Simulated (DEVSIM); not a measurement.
Device: Pd/Si3N4/SiO2/p-Si capacitor, at 400 K.

| layer (left to right) | material | thickness (nm) | Na (cm⁻³) |
|---|---|---|---|
| 1 | Si3N4 | 3.60 | - |
| 2 | SiO2 | 0.560 | - |
| 3 | Si | 4900 | 1.4e16 |

Metal gate on the left, work function 5.2 eV. Fixed charge at the semiconductor interface 0 cm⁻² (in units of +e); no interface traps.

This is a model device: material constants are rounded textbook-type values typed into the input, and sizes, dopings and lifetimes were drawn at random. Values at 300 K; Nc and Nv go as T^1.5, mobilities as T to minus their exponent, the gap by Varshni's rule with the affinity fixed.

```
parameter         Si3N4  SiO2        Si
----------------  -----  ----  --------
gap (eV)            5.1     9     1.124
affinity (eV)       2.1   0.9      4.05
permittivity        7.5   3.9      11.7
Nc (cm⁻³)             -     -   2.86e19
Nv (cm⁻³)             -     -    3.1e19
Varshni α (eV/K)      -     -  0.000473
Varshni β (K)         -     -       636
```

DEVSIM, 1D Poisson equation in equilibrium, Boltzmann statistics, complete ionisation; no quantum confinement or tunnelling. Metal contacts follow the ideal Schottky-Mott rule: no Fermi-level pinning, no interface dipoles.

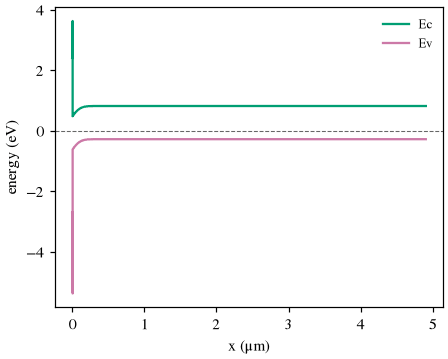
Fig. 1. Band edges at 0.7 V on the gate

Energies count from the Fermi level of the right contact; mesh points crowd at the junctions.

| x (μm) | Ec (eV) | Ev (eV) | n (cm⁻³) | p (cm⁻³) | field (V/cm) |
|---|---|---|---|---|---|
| 0.000 | 2.400 | -2.700 | < 1e2 | < 1e2 | 57000 |
| 0.001098 | 2.406 | -2.694 | < 1e2 | < 1e2 | 57000 |
| 0.002424 | 2.414 | -2.686 | < 1e2 | < 1e2 | 57000 |
| 0.003541 | 2.420 | -2.680 | < 1e2 | < 1e2 | 57000 |
| 0.004241 | 0.477 | -0.620 | 4.3e13 | 7.5e11 | 36000 |
| 0.005800 | 0.482 | -0.614 | 3.7e13 | 8.8e11 | 36000 |
| 0.009534 | 0.496 | -0.601 | 2.5e13 | 1.3e12 | 35000 |
| 0.02232 | 0.539 | -0.557 | 7.1e12 | 4.5e12 | 32000 |
| 0.04658 | 0.611 | -0.485 | 8.8e11 | 3.7e13 | 27000 |
| 0.1013 | 0.728 | -0.368 | 3.0e10 | 1.1e15 | 16000 |
| 0.2246 | 0.810 | -0.286 | 2.7e9 | 1.2e16 | 1500 |
| 0.6585 | 0.816 | -0.280 | 2.3e9 | 1.4e16 | ≈ 0 |
| 1.481 | 0.816 | -0.280 | 2.3e9 | 1.4e16 | ≈ 0 |
| 3.099 | 0.816 | -0.280 | 2.3e9 | 1.4e16 | ≈ 0 |
| 4.294 | 0.816 | -0.280 | 2.3e9 | 1.4e16 | ≈ 0 |
| 4.634 | 0.816 | -0.280 | 2.3e9 | 1.4e16 | ≈ 0 |
| 4.789 | 0.816 | -0.280 | 2.3e9 | 1.4e16 | ≈ 0 |
| 4.854 | 0.816 | -0.280 | 2.3e9 | 1.4e16 | ≈ 0 |
| 4.888 | 0.816 | -0.280 | 2.3e9 | 1.4e16 | ≈ 0 |
| 4.898 | 0.816 | -0.280 | 2.3e9 | 1.4e16 | ≈ 0 |
| 4.902 | 0.816 | -0.280 | 2.3e9 | 1.4e16 | ≈ 0 |
| 4.904 | 0.816 | -0.280 | 2.3e9 | 1.4e16 | ≈ 0 |
